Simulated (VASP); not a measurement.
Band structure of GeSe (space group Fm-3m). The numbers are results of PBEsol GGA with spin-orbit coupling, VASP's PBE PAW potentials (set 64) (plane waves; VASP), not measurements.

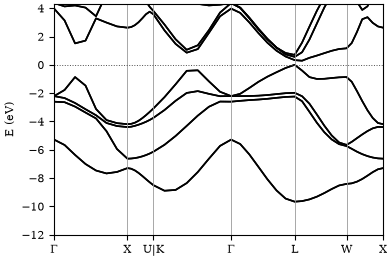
Figure. Bands along high-symmetry lines, zero at the valence-band maximum or, without a gap, the Fermi level

Problem. Read the plot: is there a gap, and where are the band edges?

Solution. The gap is indirect, 0.29 eV, from the valence maximum at L to the conduction minimum at L-W at 0.14.

The structure comes from a computed database's GeSe entry (Fm-3m); how it stands against other phases isn't given here. It was relaxed first.
